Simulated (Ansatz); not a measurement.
# Transmission past a defect: W wire along [110], 5 atoms a period, vacancy of one W, part 2 of 4

Wanted: the relaxed defect and the transmission past it, beside the channels of the perfect wire.

Ansatz 0.2.0; DFT PBE, plane waves, PAW; relaxation of a wire's period (the session's first sound run).

So far. Step 2 (Relaxation of atoms and period): The cell's length comes to 4.234 Å with spin left out.

## (3) The perfect wire

This step: DFT PBE, plane waves, PAW; channels and complex bands of a perfect wire (Ansatz 0.2.0).

At the relaxed period the Bloch states of the perfect wire are found at each energy: those that move forward count the open channels, and those that decay describe how a disturbance dies away inside the wire itself. An energy step of 0.035 eV is under the 0.039 eV that the program asks for its thermal average at 300 K.

input.yaml

```yaml
crystal:
  lattice:
    - [9.97, 0.0, 0.0]
    - [0.0, 9.042, 0.0]
    - [0.0, 0.0, 4.2340338506]
  atoms:
    - { symbol: W, position: [0.450002829, 0.419408874, 0.0] }
    - { symbol: W, position: [0.689473792, 0.482532143, 0.0] }
    - { symbol: W, position: [0.349677814, 0.517040271, 0.5] }
    - { symbol: W, position: [0.578456359, 0.611020908, 0.5] }
    - { symbol: W, position: [0.591366136, 0.345916517, 0.5] }
kpoints:
  mp_grid: { grid: [1, 1, 19] }
scf:
  occupations: { method: fermi_dirac, width: 0.05 }
hamiltonian:
  xc: pbe
output:
  transmission:
    e_range: [-1.26, 1.26]
    de: 0.035
    kmesh: [1, 1]
    reduced_basis: true
    leads: [[0, 0]]
basis:
  ecutwfc: "350 eV"
```

The run is started by

```console
> ansatz run input.yaml --threads 4 --pin off --max-ram 16384MiB --backend cpu --events-out ev --progress --plain --runs-dir out
```

Numbers of over 12 decimals in the logs are rounded to 6 here.

Output:

```text
Warning: basis.ecutwfc = 350 eV is below the records' recommended 420 eV, and the density's cutoff is lower with it unless basis.ecutrho_ratio is high enough to keep the records' density cutoff: compare with a run at a higher cutoff
[...]
Crystal: 5 atoms, lattice volume = 381.693 Å³
Basis set: ecut = 350 eV, 5693 PW (Γ)
Bands: 42, of which v1, the nominal top of the filled ones, is band 35 counted from 1 (34 counted from 0)
Symmetry: 2 space group operations
[...]
k-points: 10 of 19
[...]
SCF iter   1: F=—  HF=-51909.680989 eV  |F-HF|=—  |Δ(HF+E_count)|=         —  Δρ=7.86e-3  dr2=4.72e-1  ethr=1.77e-3  ⟨swp⟩=8.9  Hψ=1980  notcnv=0
[...]
SCF iter  11: F=-51909.633146 eV  HF=-51909.633146 eV  |F-HF|=4.99e-9  |Δ(HF+E_count)|=   4.79e-8  Δρ=1.87e-6  dr2=2.58e-8  ethr=1.43e-10  ⟨swp⟩=5.8  Hψ=1093  notcnv=0
SCF 1 converged in 11 iterations: F = -51909.633146 eV  dr2 = 2.58e-8
[...]
transmission: 5 of 30 steps passed
transmission: 10 of 30 steps passed
[...]
transmission: 30 of 30 steps passed
SCF converged after 11 iterations
Free energy (F): -51909.633146 eV
[...]
Internal energy: -51909.571340 eV  (E = F + TS)
E sigma→0 (E₀):  -51909.602243 eV
Entropy (-TS):   -0.061806 eV (-12.361 meV/atom)
Fermi energy:    1.725208 eV
[...]
--- Band table (eV; the first three rows and the last of 10) ---
  k-point 0: bands = [... 31 lower, 0.2561, 1.0484, 1.3361, 1.4257, 1.7027, 2.2492, 2.5665, 2.6381, ... 3 higher]
  k-point 1: bands = [... 31 lower, 0.3632, 1.0358, 1.3257, 1.4301, 1.7457, 2.2383, 2.5826, 2.6312, ... 3 higher]
  k-point 2: bands = [... 31 lower, 0.5655, 0.9013, 1.3955, 1.4961, 1.7815, 2.2134, 2.5819, 2.6774, ... 3 higher]
  k-point 9: bands = [... 31 lower, 0.3231, 0.5833, 1.3566, 1.4617, 1.8393, 2.3726, 2.4461, 2.7180, ... 3 higher]
--- Transmission ---
  basis      : 665 plane waves across, 5 finite elements along
  points     : 1, standing for a mesh of 1 x 1
  filling    : by the input's occupations and mesh, since the crystals that have channels conduct as metals do. If one of these is a semiconductor, that mesh has misplaced its level
  energies   : 73 from -1.260000 to 1.260000 eV about the Fermi level, 0.035000 eV apart; the leads are filled to 0.000000 eV, and channels, transmission and decay are at 0.000000 eV
  crystal 0  : W5, at the sites [0, 0], period 4.2340 Å: whole cells are its period
    offset         : up to 0.0000 Å between an atom of the period and one for which it stands
    filled         : 1.6 meV over the level at which it is neutral
    channels       : 3.000000e0 a spin
    conductance    : 1.6403e14 S/m² at 300 K; may be off by some 0.4 % by where its bands' edges are placed, 1.0 % from the distance to neutral
```

Elapsed: 2 min, on 4 threads of Arm Neoverse V1, shared host; peak memory 1.2 GiB.

Numbers from this step:

* energy at zero smearing: -51909.6022 eV
* channels at the energy nearest the Fermi level, one spin: 3
* conductance of the lead as this run defines it: 1.908 G₀
* band gap: 0 eV

Table of open channels of the lead, one spin by energy, zero at the Fermi level:

```
energy (eV)  open channels of the lead, one spin
    -1.2600                                    2
    -1.0150                                    1
    -0.7350                                    3
    -0.4900                                    0
    -0.2450                                    4
     0.0000                                    3
     0.2450                                    2
     0.4900                                    2
     0.7350                                    1
     1.0150                                    2
     1.2600                                    2
```

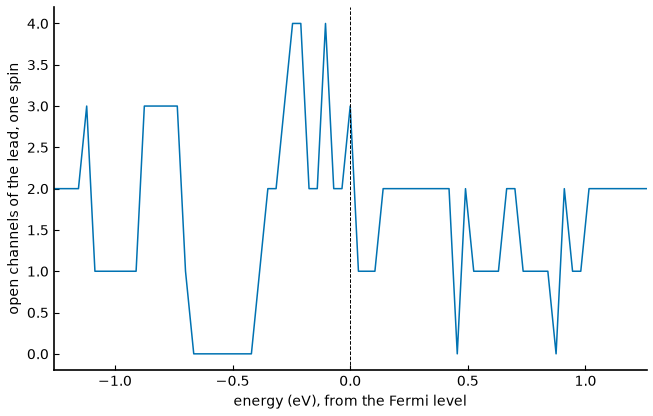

Open channels of the lead, one spin, plotted against energy.

The slowest values at each energy, most degenerate partners merged, listed up to 1.5 1/Å. The Im kz of the slowest decaying states by energy, zero at the Fermi level:

```
energy (eV)  decay 1 (Å⁻¹)  decay 2 (Å⁻¹)  decay 3 (Å⁻¹)  decay 4 (Å⁻¹)
     -1.190         0.0537         0.0603          0.141          0.176
     -1.015         0.0349          0.110          0.137          0.213
     -0.805          0.108          0.140          0.244          0.399
     -0.595         0.0614         0.0765          0.137          0.245
     -0.385         0.0108         0.0228          0.115          0.116
     -0.210         0.0754         0.0822          0.300          0.333
      0.000         0.0450          0.122          0.252          0.267
      0.210          0.126          0.161          0.168          0.284
      0.385          0.136          0.175          0.187          0.267
      0.595         0.0634          0.126          0.147          0.187
      0.805          0.126          0.131          0.138          0.148
      1.015          0.101          0.136          0.142          0.156
      1.190          0.143          0.163          0.185          0.193
```

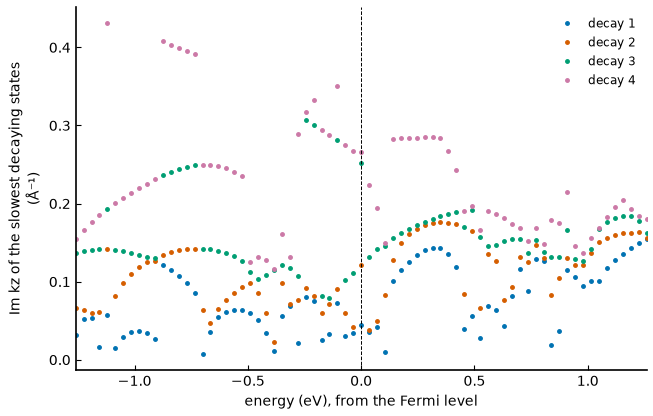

Im kz of the slowest decaying states, plotted against energy.

By hand: the program gives 1.6403 × 10^14 S/m² over the cell's cross-section of 90.15 Å² = 9.015 × 10^-19 m², so one cell conducts 1.479 × 10^-4 S. Divided by G0 = 2e²/h = 7.748 × 10^-5 S this is 1.91 G0, a resistance of 6.76 kΩ.

At the computed energy nearest the Fermi level there are 3 channels a spin, and the thermal average gives 1.91 G₀.

[end of part 2 of 4]

[Logs are printed without paths, hosts, clocks, repeated set-up lines and the standing remarks that a program may print on its own settings, such as how far it seeks lower states.]

[Hosts, paths, dates, database ids (printed as entryN), source tags and the programs' standing remarks are cut or masked in the printed files.]
